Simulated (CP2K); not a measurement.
Mercaptooxirane has these distinct C atoms: C2 (bonded to C, O, S and H) and C3 (bonded to C, O and 2 H).

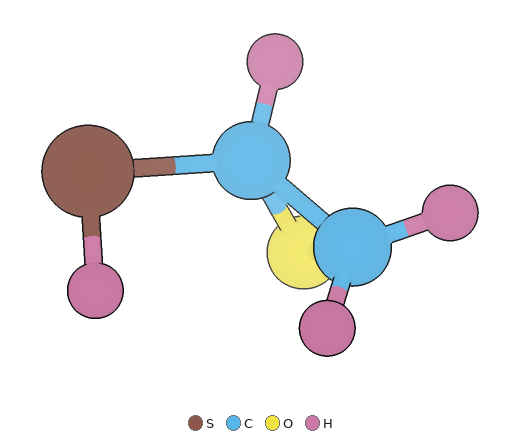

The molecule (sulfur brown, carbon blue, oxygen yellow, hydrogen pink).

```xyz
8

S     1.7522    0.5334    0.6961
C     0.2399   -0.4033    0.4857
C    -0.8884    0.0008   -0.3666
O    -0.0109   -1.0962   -0.7553
H     1.5654    1.3461   -0.3673
H     0.0439   -0.9959    1.3848
H    -0.7926    0.9053   -0.9738
H    -1.9096   -0.2903   -0.1036
```

Their partial C K spectra (CP2K XAS_TDP, all-electron GAPW, PBEh(45%), aug-cc-pVDZ, TDA, GW2X-corrected core level, no relativity) are given in random order, each times the number of alike atoms.

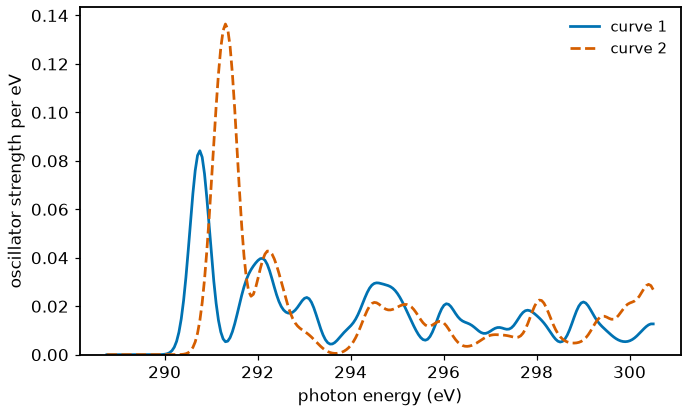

Gaussian full width 0.5 eV, oscillator strength per eV, alike atoms added, rows of zeros left out.

Q: Which curve belongs to which atom?

Curve 1: C3 (bonded to C, O and 2 H), leading line at 290.76 eV (f = 0.045 an atom), ionisation energy 294.07 eV, term value 3.31 eV. Curve 2: C2 (bonded to C, O, S and H), leading line at 291.14 eV (f = 0.035 an atom), ionisation energy 294.28 eV, term value 3.14 eV. The leading line of an atom is its first one with 35 % of the strongest within 2.5 eV of its lowest line over the strength cut. A line lies at the core ionisation energy, which rises as an atom loses charge to its neighbours or to a π system, less the term value, which is large for a low π* or σ* orbital with weight on that atom.

[Banner, clock and machine lines of the logs are left out without a mark of their own.]

[Logs are printed without paths, hosts, clocks, repeated set-up lines and the standing remarks that a program may print on its own settings, such as how far it seeks lower states.]

[Hosts, paths, dates, database ids (printed as entryN), source tags and the programs' standing remarks are cut or masked in the printed files.]
